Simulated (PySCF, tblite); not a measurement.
# C5H12Si2: dynamics, then NMR shifts on frames

How do NMR shifts of C5H12Si2 (`C=CCC1[SiH2]C[SiH2]1`) change as the atoms move?

Programs: tblite 0.8.0 and PySCF 2.14.0, with density-fitted response routines of our own. Each step states its level of theory. These are calculated values for one molecule in the gas phase, unless marked as measured. Atoms count from 0, in the outputs and in this text.

### 1 The starting structure

19 atoms, charge 0, multiplicity 1; geometry from: GFN2-xTB.

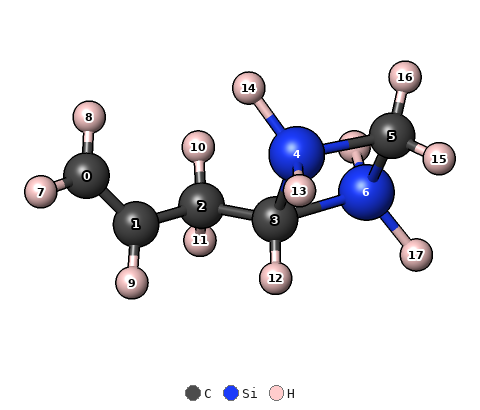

The starting geometry (carbon dark grey, silicon blue, hydrogen pink), atoms numbered.

### 2 A short Langevin run with GFN2-xTB

The job: settings as JSON, then the geometry in Å.

```
{"job": {"kind": "md", "xc": "GFN2-xTB", "basis": "xTB", "temperature": 300, "steps": 2000, "every": 50, "frames": 5}, "charge": 0, "multiplicity": 1}
C      2.851555    -0.201962     1.042787
C      2.234733    -0.273168    -0.122023
C      0.935379    -0.968734    -0.359499
C     -0.150637     0.038931    -0.741776
Si    -0.719804     1.265879     0.628916
C     -2.518268     0.705419     0.255981
Si    -1.937419    -0.641429    -0.977522
H      3.778199     0.332454     1.169213
H      2.458085    -0.686203     1.921697
H      2.653768     0.223686    -0.988676
H      0.636860    -1.512707     0.538786
H      1.058840    -1.695721    -1.169764
H      0.191781     0.571337    -1.633208
H     -0.430517     2.678759     0.371520
H     -0.266058     0.909310     1.973586
H     -3.130161     1.479348    -0.199720
H     -3.077061     0.337436     1.111855
H     -2.473153    -0.539704    -2.337877
H     -2.105926    -2.013682    -0.491736
```

Method: GFN2-xTB Langevin dynamics, gas phase.

Started as:

```console
> OMP_NUM_THREADS=1 python probes_run.py task.json out
```

The driver reads the jobs from task.json and runs them one after another.

Log:

```text
t/fs     T/K      E/eV
    0.0   243.7   -549.85204
   25.0   147.7   -549.38091
   50.0   189.8   -549.44536
   75.0   214.5   -549.47264
  100.0   251.0   -549.37341
  125.0   261.7   -549.14707
  150.0   308.6   -549.31615
  175.0   229.9   -549.25640
  200.0   233.4   -549.33719
  225.0   263.1   -549.46931
  250.0   258.9   -549.35114
  275.0   284.0   -549.37129
  300.0   296.0   -549.26499
  325.0   287.7   -549.11442
  350.0   272.9   -549.27487
  375.0   297.4   -549.31982
  400.0   217.5   -549.06288
  425.0   230.4   -549.22240
  450.0   266.5   -549.25970
  475.0   284.2   -549.12196
  500.0   332.4   -549.21716
  525.0   269.0   -549.08017
  550.0   251.9   -549.15496
  575.0   306.3   -549.26529
  600.0   300.1   -549.23346
  625.0   274.0   -549.25002
  650.0   415.3   -549.07899
  675.0   424.7   -549.17206
  700.0   395.5   -549.15199
  725.0   229.1   -548.96892
  750.0   244.3   -549.18890
  775.0   299.3   -549.04768
  800.0   396.9   -549.19370
  825.0   235.0   -548.79761
  850.0   282.5   -548.95153
  875.0   300.4   -549.10086
  900.0   290.4   -549.11975
  925.0   298.8   -549.16733
  950.0   277.8   -549.06188
  975.0   312.0   -549.28582
 1000.0   364.2   -549.27495
```

Wall time 17 s (1 thread of AMD EPYC 9B14, shared host); peak memory 0.18 GiB.

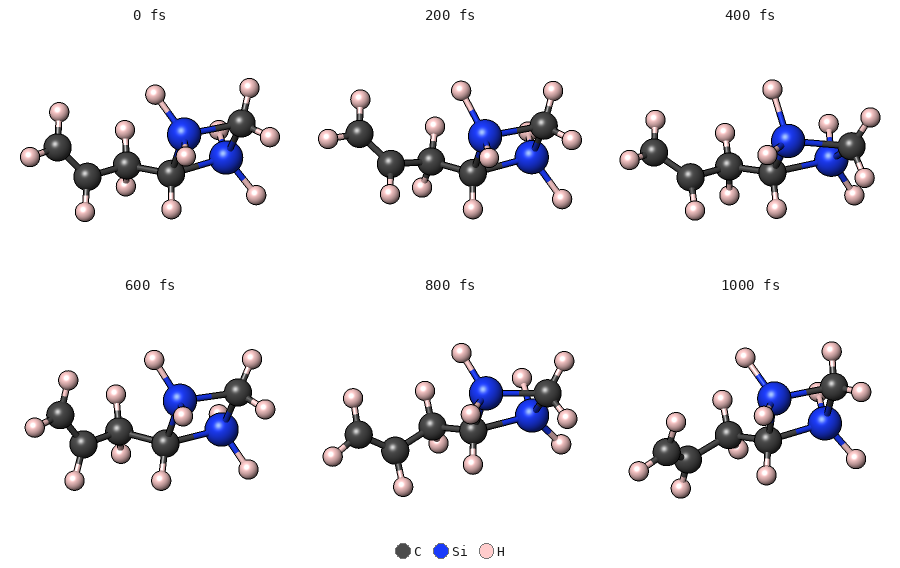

Frames of the run.

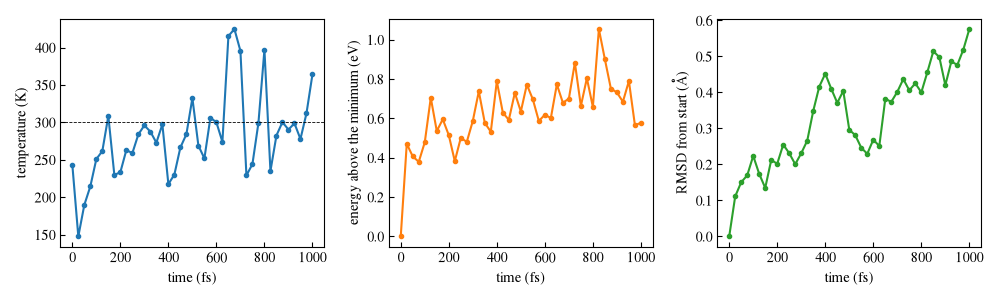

Temperature, potential energy and distance from the start.

Positions (Å) and forces (eV/Å) at 1000 fs:

```xyz
19

C     3.228    0.667    0.168   -0.442    1.121    2.009
C     2.584   -0.246   -0.511   -0.984   -0.509   -0.146
C     1.155   -0.726   -0.315    0.970    0.364    0.612
C     0.199    0.413   -0.524   -0.085    0.019   -0.730
Si   -0.210    1.484    0.948    0.467    0.164    1.080
C    -2.053    1.167    0.634    0.922   -0.480    0.157
Si   -1.627   -0.125   -0.714   -0.330   -0.828    0.747
H     4.228    1.024   -0.028   -0.147   -0.189   -0.228
H     2.763    1.144    1.093    0.578   -0.729   -1.262
H     2.984   -0.658   -1.405    0.687   -0.217   -0.516
H     0.993   -1.229    0.632    0.144    0.259    0.538
H     0.921   -1.468   -1.028    0.081   -0.984   -1.133
H     0.601    0.996   -1.365   -0.315   -0.075    0.048
H     0.374    2.785    0.907    0.177    0.820   -0.011
H     0.210    0.864    2.243   -0.134    0.158   -0.344
H    -2.700    1.978    0.452   -0.620    0.750   -0.387
H    -2.328    0.734    1.569   -0.890   -0.519    0.430
H    -2.209   -0.008   -2.025   -0.211    0.031   -0.369
H    -1.849   -1.530   -0.124    0.131    0.843   -0.493
```

### 3 NMR shieldings: 250 fs, PBE0/pcSseg-1

The job: settings as JSON, then the geometry in Å.

```
{"job": {"kind": "nmr", "xc": "PBE0", "basis": "pcSseg-1", "pop": false}, "charge": 0, "multiplicity": 1}
C      2.473300    -1.021300     1.225300
C      1.991300    -0.793200     0.034100
C      0.765900    -1.509000    -0.379400
C     -0.236900    -0.440700    -0.782200
Si    -0.638900     0.888600     0.601600
C     -2.491000     0.476500     0.184400
Si    -2.085600    -0.947900    -0.999400
H      3.342300    -0.482200     1.658900
H      2.144700    -1.804600     1.878500
H      2.408700    -0.102700    -0.634700
H      0.449600    -2.044400     0.407100
H      0.968400    -2.240500    -1.223400
H      0.150400     0.121300    -1.648600
H     -0.251800     2.232200     0.141500
H     -0.382800     0.701400     2.045300
H     -2.918400     1.410900    -0.246200
H     -3.170700     0.212500     1.010400
H     -2.711000    -0.837000    -2.291700
H     -2.513400    -2.224400    -0.471600
```

Level: GIAO PBE0/pcSseg-1 NMR shielding, non-relativistic, gas phase.

Log:

```text
coarse grid: 16120 points
cycle   1  E = -776.0279001576  dE =  6.375e-01  |g| = 5.268e-01  |ddm| = 3.898e+00
cycle   2  E = -775.9812208568  dE =  4.668e-02  |g| = 6.607e-01  |ddm| = 1.132e+00
cycle   3  E = -776.1011835550  dE = -1.200e-01  |g| = 7.216e-02  |ddm| = 7.400e-01
cycle   4  E = -776.1023455047  dE = -1.162e-03  |g| = 3.265e-02  |ddm| = 1.052e-01
cycle   5  E = -776.1026038721  dE = -2.584e-04  |g| = 9.865e-03  |ddm| = 3.378e-02
cycle   6  E = -776.1026268921  dE = -2.302e-05  |g| = 2.887e-03  |ddm| = 1.068e-02
cycle   7  E = -776.1026290224  dE = -2.130e-06  |g| = 4.161e-04  |ddm| = 3.026e-03
final grid: 144360 points
cycle   8  E = -776.1438527007  dE = -2.966e-05  |g| = 7.363e-03  |ddm| = 2.794e-02
cycle   9  E = -776.1438440509  dE =  8.650e-06  |g| = 9.239e-03  |ddm| = 1.625e-02
cycle  10  E = -776.1438669126  dE = -2.286e-05  |g| = 1.064e-03  |ddm| = 9.556e-03
cycle  11  E = -776.1438671840  dE = -2.714e-07  |g| = 3.041e-04  |ddm| = 1.205e-03
cycle  12  E = -776.1438672059  dE = -2.191e-08  |g| = 8.300e-05  |ddm| = 2.947e-04
cycle  13  E = -776.1438672075  dE = -1.521e-09  |g| = 2.828e-05  |ddm| = 9.259e-05
cycle  14  E = -776.1438672077  dE = -2.015e-10  |g| = 4.401e-06  |ddm| = 3.247e-05
converged SCF energy = -776.1438672077

GIAO shielding tensors (ppm)
atom      isotropic    diamagn.    paramagn.     s11        s22        s33       span
  0 C       66.852     251.188    -184.337    -36.474     80.739    156.290    192.764
  1 C       41.474     256.994    -215.519    -80.892     48.899    156.416    237.308
  2 C      150.874     245.385     -94.511    135.540    147.037    170.045     34.505
  3 C      155.763     258.673    -102.910    114.584    171.165    181.539     66.955
  4 Si     381.698     881.039    -499.341    343.656    358.347    443.092     99.437
  5 C      196.107     258.655     -62.548    177.425    203.089    207.807     30.383
  6 Si     386.929     881.125    -494.196    340.116    379.344    441.328    101.212
  7 H       26.306      27.712      -1.406     23.783     24.890     30.246      6.463
  8 H       26.453      30.928      -4.475     23.350     25.775     30.233      6.882
  9 H       26.388      33.304      -6.916     22.710     26.471     29.984      7.274
 10 H       31.702      35.592      -3.890     28.783     31.603     34.721      5.937
 11 H       28.534      28.614      -0.080     24.231     26.856     34.515     10.284
 12 H       29.526      33.835      -4.308     26.657     29.166     32.756      6.099
 13 H       27.035      30.896      -3.862     23.811     25.005     32.288      8.477
 14 H       26.704      30.541      -3.836     23.348     26.036     30.729      7.381
 15 H       30.405      29.902       0.503     26.085     27.634     37.497     11.412
 16 H       31.071      30.251       0.820     26.770     27.013     39.430     12.660
 17 H       27.165      29.788      -2.622     24.149     24.665     32.682      8.532
 18 H       27.361      30.180      -2.819     24.608     25.418     32.057      7.449
```

It took 22 s on 1 thread of AMD EPYC 9B14, shared host; peak memory 0.9 GiB.

The references, computed at this level on geometries of the same kind, shield at (ppm): 1H TMS 31.72, 13C TMS 186.9, 29Si TMS 349.2. Their shielding less the atom's gives the shift. The references are single molecules in the gas phase. Each atom is listed at this fixed geometry, with no averaging over motion; a spectrum would average atoms that exchange fast.

```csv
atoms,environment,σ (ppm),δ (ppm)
C1,alkene CH,41.5,145.5
C0,terminal =CH2 carbon,66.9,120.1
C2,allylic sp3 CH2,150.9,36.1
C3,sp3 CH bonded to 2 Si,155.8,31.2
C5,sp3 CH2 bonded to 2 Si,196.1,-9.2
H7,hydrogen on a terminal =CH2 carbon,26.31,5.41
H9,hydrogen on an alkene CH,26.39,5.33
H8,hydrogen on a terminal =CH2 carbon,26.45,5.26
H14,"hydrogen on a silicon bonded to 2 C, in a 4-membered ring",26.70,5.01
H13,"hydrogen on a silicon bonded to 2 C, in a 4-membered ring",27.03,4.68
H17,"hydrogen on a silicon bonded to 2 C, in a 4-membered ring",27.17,4.55
H18,"hydrogen on a silicon bonded to 2 C, in a 4-membered ring",27.36,4.36
H11,hydrogen on an allylic sp3 CH2,28.53,3.18
H12,hydrogen on an sp3 CH bonded to 2 Si,29.53,2.19
H15,hydrogen on an sp3 CH2 bonded to 2 Si,30.41,1.31
H16,hydrogen on an sp3 CH2 bonded to 2 Si,31.07,0.65
H10,hydrogen on an allylic sp3 CH2,31.70,0.01
Si4,"silicon bonded to 2 C, 2 H, in a 4-membered ring",381.7,-32.5
Si6,"silicon bonded to 2 C, 2 H, in a 4-membered ring",386.9,-37.8
```

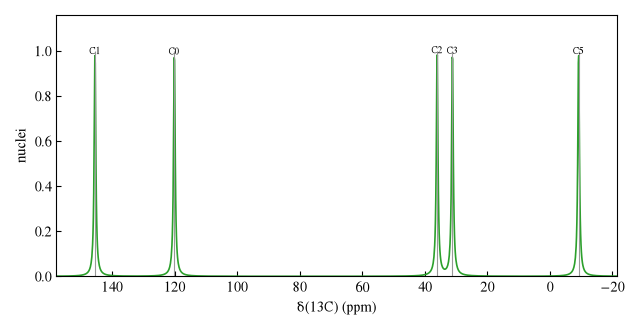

13C lines at the computed shifts, without couplings. Lines are broadened to a width of 0.62 ppm (Lorentzian).

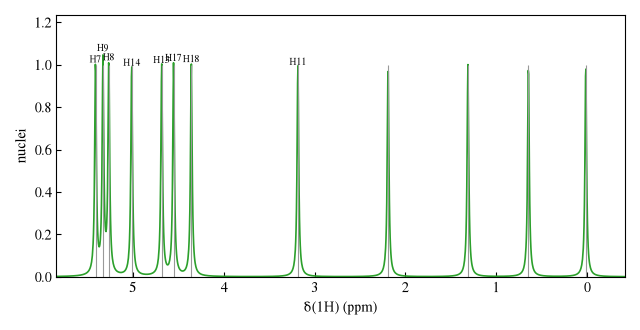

1H lines at the computed shifts, without couplings. Lines are broadened to a width of 0.02 ppm (Lorentzian).

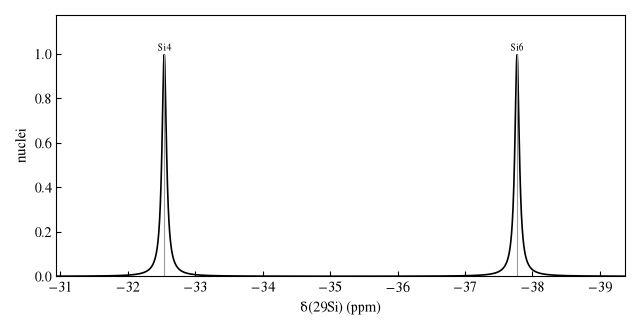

29Si lines at the computed shifts, without couplings. Lines are broadened to a width of 0.08 ppm (Lorentzian).

Ring of atoms C3, Si4, C5, Si6: NICS(0) 0.7, NICS(1) -0.8, NICS(1)zz 5.4 ppm (means of both faces).

### 4 NMR shieldings: 425 fs, PBE0/pcSseg-1

The job: settings as JSON, then the geometry in Å.

```
{"job": {"kind": "nmr", "xc": "PBE0", "basis": "pcSseg-1", "pop": false}, "charge": 0, "multiplicity": 1}
C      3.022000    -1.117600     1.356200
C      2.327100    -0.867900     0.245500
C      1.007100    -1.604300    -0.052900
C     -0.140500    -0.658300    -0.403000
Si    -0.762900     0.742900     0.768400
C     -2.439500     0.448600    -0.000200
Si    -1.951500    -1.212200    -0.692700
H      3.873300    -0.556900     1.571300
H      2.835800    -2.029700     1.917400
H      2.530300     0.010700    -0.328100
H      0.738500    -2.145400     0.925700
H      1.213200    -2.310300    -0.921400
H      0.072900    -0.196400    -1.359500
H     -0.236900     2.082500     0.578600
H     -0.726000     0.427800     2.103000
H     -2.639800     1.247700    -0.702700
H     -3.256500     0.423400     0.721000
H     -2.067200    -1.249700    -2.179900
H     -2.593800    -2.361600     0.000000
```

With the program's defaults for keys left out, this is: GIAO PBE0/pcSseg-1 NMR shielding, non-relativistic, gas phase.

Log:

```text
coarse grid: 16120 points
cycle   1  E = -776.0318336070  dE =  6.031e-01  |g| = 5.294e-01  |ddm| = 3.890e+00
cycle   2  E = -775.9913093873  dE =  4.052e-02  |g| = 6.467e-01  |ddm| = 1.153e+00
cycle   3  E = -776.1054039053  dE = -1.141e-01  |g| = 6.469e-02  |ddm| = 7.448e-01
cycle   4  E = -776.1063603193  dE = -9.564e-04  |g| = 2.830e-02  |ddm| = 1.015e-01
cycle   5  E = -776.1065582664  dE = -1.979e-04  |g| = 8.152e-03  |ddm| = 3.090e-02
cycle   6  E = -776.1065733988  dE = -1.513e-05  |g| = 2.936e-03  |ddm| = 9.321e-03
cycle   7  E = -776.1065756247  dE = -2.226e-06  |g| = 5.294e-04  |ddm| = 2.940e-03
final grid: 144360 points
cycle   8  E = -776.1482016812  dE = -2.929e-05  |g| = 7.652e-03  |ddm| = 2.583e-02
cycle   9  E = -776.1481937758  dE =  7.905e-06  |g| = 9.343e-03  |ddm| = 1.684e-02
cycle  10  E = -776.1482171565  dE = -2.338e-05  |g| = 1.175e-03  |ddm| = 9.795e-03
cycle  11  E = -776.1482174975  dE = -3.410e-07  |g| = 2.923e-04  |ddm| = 1.254e-03
cycle  12  E = -776.1482175170  dE = -1.950e-08  |g| = 1.019e-04  |ddm| = 2.862e-04
cycle  13  E = -776.1482175195  dE = -2.551e-09  |g| = 2.146e-05  |ddm| = 1.046e-04
cycle  14  E = -776.1482175196  dE = -1.046e-10  |g| = 5.593e-06  |ddm| = 2.912e-05
converged SCF energy = -776.1482175196

GIAO shielding tensors (ppm)
atom      isotropic    diamagn.    paramagn.     s11        s22        s33       span
  0 C       61.372     251.025    -189.652    -58.787     85.213    157.690    216.477
  1 C       29.066     259.464    -230.398    -98.961     40.502    145.657    244.618
  2 C      138.187     242.954    -104.767    121.175    138.366    155.021     33.846
  3 C      161.495     259.203     -97.708    128.974    166.242    189.269     60.294
  4 Si     384.415     883.201    -498.786    357.668    361.835    433.742     76.074
  5 C      204.590     260.485     -55.895    195.613    204.694    213.462     17.849
  6 Si     381.294     881.816    -500.522    347.893    370.504    425.484     77.591
  7 H       26.847      29.612      -2.765     22.742     26.306     31.493      8.751
  8 H       25.933      30.004      -4.072     21.969     25.622     30.206      8.237
  9 H       25.772      33.560      -7.788     21.621     25.777     29.916      8.295
 10 H       27.929      31.108      -3.179     23.912     28.286     31.589      7.677
 11 H       27.765      28.497      -0.732     23.240     27.527     32.530      9.290
 12 H       30.131      35.739      -5.609     26.658     30.737     32.997      6.339
 13 H       27.124      31.527      -4.402     23.325     25.311     32.737      9.413
 14 H       28.288      33.344      -5.055     25.078     27.157     32.630      7.552
 15 H       31.517      31.867      -0.349     27.201     28.085     39.267     12.066
 16 H       31.714      30.302       1.412     27.154     27.523     40.465     13.311
 17 H       26.271      29.694      -3.424     22.897     24.034     31.882      8.985
 18 H       26.632      29.441      -2.809     23.639     24.908     31.350      7.712
```

Run time: 22 s. Hardware: 1 thread of AMD EPYC 9B14, shared host; peak memory 0.89 GiB.

Key values: δ C1 157.9, C0 125.6, C2 48.7, C3 25.4, H9 5.95, H8 5.78 ppm.

### 5 Shielding tensors: 625 fs, PBE0/pcSseg-1

The job: settings as JSON, then the geometry in Å.

```
{"job": {"kind": "nmr", "xc": "PBE0", "basis": "pcSseg-1", "pop": false}, "charge": 0, "multiplicity": 1}
C      3.031000     0.145300     1.276500
C      2.547200    -0.440700     0.187400
C      1.281300    -1.202700    -0.003000
C      0.200300    -0.135200    -0.403500
Si    -0.456200     1.096100     0.969600
C     -2.232500     0.458600     0.487100
Si    -1.597000    -0.771000    -0.792600
H      3.958300     0.737100     1.225000
H      2.795000    -0.062200     2.298600
H      3.081100    -0.270200    -0.713900
H      1.038700    -1.642600     0.961100
H      1.325700    -1.934600    -0.844200
H      0.588400     0.390000    -1.319100
H     -0.301500     2.464500     0.797400
H      0.090900     0.559800     2.223300
H     -2.912100     1.168400     0.171200
H     -2.751400    -0.024500     1.356400
H     -2.276300    -0.843600    -2.106900
H     -1.778300    -2.046700    -0.146100
```

Method: GIAO PBE0/pcSseg-1 NMR shielding, non-relativistic, gas phase.

Log:

```text
coarse grid: 16120 points
cycle   1  E = -776.0289224152  dE =  5.293e-01  |g| = 5.138e-01  |ddm| = 3.896e+00
cycle   2  E = -775.9831339731  dE =  4.579e-02  |g| = 6.492e-01  |ddm| = 1.143e+00
cycle   3  E = -776.0991916581  dE = -1.161e-01  |g| = 6.951e-02  |ddm| = 7.381e-01
cycle   4  E = -776.1002229203  dE = -1.031e-03  |g| = 3.393e-02  |ddm| = 1.051e-01
cycle   5  E = -776.1005072727  dE = -2.844e-04  |g| = 1.012e-02  |ddm| = 3.585e-02
cycle   6  E = -776.1005320843  dE = -2.481e-05  |g| = 2.990e-03  |ddm| = 1.120e-02
cycle   7  E = -776.1005343406  dE = -2.256e-06  |g| = 5.397e-04  |ddm| = 2.898e-03
final grid: 144360 points
cycle   8  E = -776.1418873883  dE = -3.035e-05  |g| = 7.452e-03  |ddm| = 2.804e-02
cycle   9  E = -776.1418776660  dE =  9.722e-06  |g| = 9.513e-03  |ddm| = 1.672e-02
cycle  10  E = -776.1419019643  dE = -2.430e-05  |g| = 1.226e-03  |ddm| = 1.001e-02
cycle  11  E = -776.1419023335  dE = -3.692e-07  |g| = 3.100e-04  |ddm| = 1.305e-03
cycle  12  E = -776.1419023562  dE = -2.274e-08  |g| = 8.951e-05  |ddm| = 3.040e-04
cycle  13  E = -776.1419023581  dE = -1.857e-09  |g| = 2.820e-05  |ddm| = 9.919e-05
cycle  14  E = -776.1419023583  dE = -1.942e-10  |g| = 5.654e-06  |ddm| = 3.453e-05
converged SCF energy = -776.1419023583

GIAO shielding tensors (ppm)
atom      isotropic    diamagn.    paramagn.     s11        s22        s33       span
  0 C       71.985     248.680    -176.694    -26.347     77.572    164.732    191.078
  1 C       35.030     256.146    -221.116    -90.669     33.828    161.931    252.600
  2 C      145.861     245.956    -100.096    125.737    151.227    160.619     34.882
  3 C      158.067     258.288    -100.221    114.167    172.892    187.142     72.976
  4 Si     377.046     882.175    -505.129    348.023    356.951    426.164     78.142
  5 C      200.315     258.104     -57.789    187.913    205.394    207.638     19.725
  6 Si     386.080     881.761    -495.681    351.233    362.978    444.030     92.797
  7 H       26.480      26.498      -0.018     24.475     25.047     29.918      5.442
  8 H       26.646      31.092      -4.446     23.634     25.692     30.613      6.979
  9 H       25.626      31.295      -5.670     22.330     25.513     29.034      6.704
 10 H       29.160      32.294      -3.134     26.112     28.711     32.658      6.546
 11 H       28.536      29.658      -1.122     24.105     26.952     34.551     10.447
 12 H       29.548      33.650      -4.103     26.210     29.917     32.516      6.306
 13 H       27.800      31.997      -4.197     24.100     25.911     33.388      9.288
 14 H       27.035      32.215      -5.180     23.554     26.613     30.939      7.384
 15 H       32.983      32.590       0.393     28.501     29.003     41.443     12.942
 16 H       30.428      30.236       0.192     26.199     26.835     38.249     12.049
 17 H       26.675      29.462      -2.786     23.215     24.577     32.233      9.019
 18 H       27.275      31.466      -4.191     24.650     25.591     31.584      6.934
```

Wall time 23 s (1 thread of AMD EPYC 9B14, shared host); peak memory 0.89 GiB.

This run: δ C1 151.9, C0 114.9, C2 41.1, C3 28.9, H9 6.09, H7 5.24 ppm.

(Part 1 of 2 ends here.)
